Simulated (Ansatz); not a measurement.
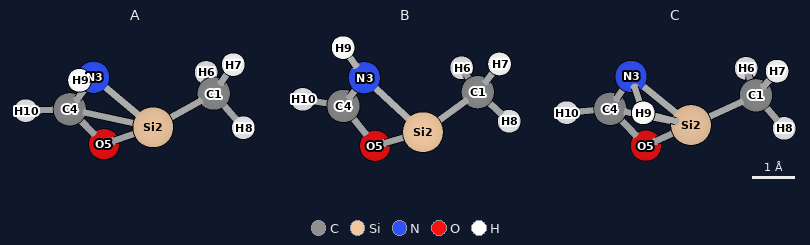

3 geometries from a converged minimum-energy path of C₂H₅NOSi, shuffled. Style: ball-and-stick. Shown from a free direction.

These are results of RKS PBE-D4/def2-SVP in Ansatz, not measurements. Settings: 9 movable images; climbing image; force threshold 0.05 eV/Å; iteration limit 60; starting path through a guess of the saddle point.

### Which frame is the top of the path?

C. In order along the path, whose images run from 0 to 10: C (image 5, +51.5 kcal/mol), A (image 7, +18.9 kcal/mol), B (image 10, +3.2 kcal/mol). A hydrogen atom shifts from one atom to another. Breaking: Si2–H9 (1.50 → 1.64 at the top → 2.85 Å). Forming: N3–H9 (2.80 → 1.40 at the top → 1.02 Å).

Cost: 2.1 min on 2 threads of Arm Neoverse V2 (shared host), peak memory 0.14 GiB.
